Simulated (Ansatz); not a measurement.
**A computed series for WSe2: response to strain**

The reference is WSe2 (space group P6_3/mmc, No. 194; a = 3.2305 Å, c = 12.4111 Å; layered, stacked along the Cartesian z axis). Axes: x lies along a and z along c of the hexagonal cell.

Strains are applied to the cell and any free atomic positions relax; under biaxial strain the out-of-plane vector relaxes too.

All numbers come from PBEsol-D3(BJ) (Ansatz, an electronic-structure program, PAW, no spin-orbit coupling).

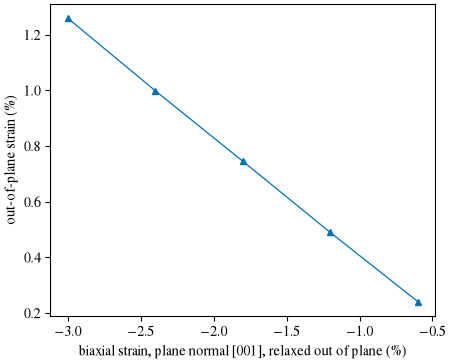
Fig. 1. Out-of-plane strain against biaxial strain, plane normal [001], relaxed out of plane

Task: From the plot, what is the out-of-plane strain for biaxial strain −3.00 %, plane normal [001], relaxed out of plane?

Result: About 1.26 %.

Task: Is the trend monotonic over the range shown?

Result: Yes, it falls throughout, spanning +0.24 % to +1.26 %.

Stability against distortions was not tested.
